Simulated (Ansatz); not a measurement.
The structure below was relaxed with Ansatz (a program for electronic structure) PBEsol, no spin-orbit coupling, at pressure 0.9 GPa.

```
GaP
1.0
    0.00000     2.70987     2.70987
    2.70987     0.00000     2.70987
    2.70987     2.70987     0.00000
Ga P
1 1
Direct
  0.00000   0.00000   0.00000
  0.25000   0.25000   0.25000
```

Question: Find the space group and the Wyckoff positions.

Answer: Space group F-43m (No. 216); a = 5.4197 Å, b = 5.4197 Å, c = 5.4197 Å, α = 90.00°, β = 90.00°, γ = 90.00°

```
atom  site  symmetry       x       y       z
----  ----  --------  ------  ------  ------
Ga      4a      -43m  0.0000  0.0000  0.0000
P       4d      -43m  0.7500  0.7500  0.7500
```

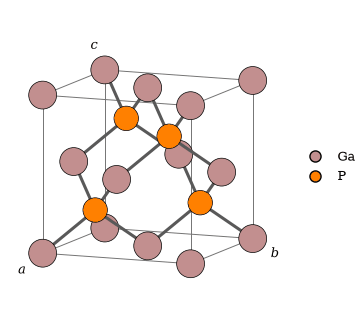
The conventional cell

Load acts through the strain it causes; cell and atoms are relaxed under it. Stability against distortions was not tested. The cell was made from GaP in the zinc blende structure (space group F-43m, No. 216) by this change: pressure 0.9 GPa.
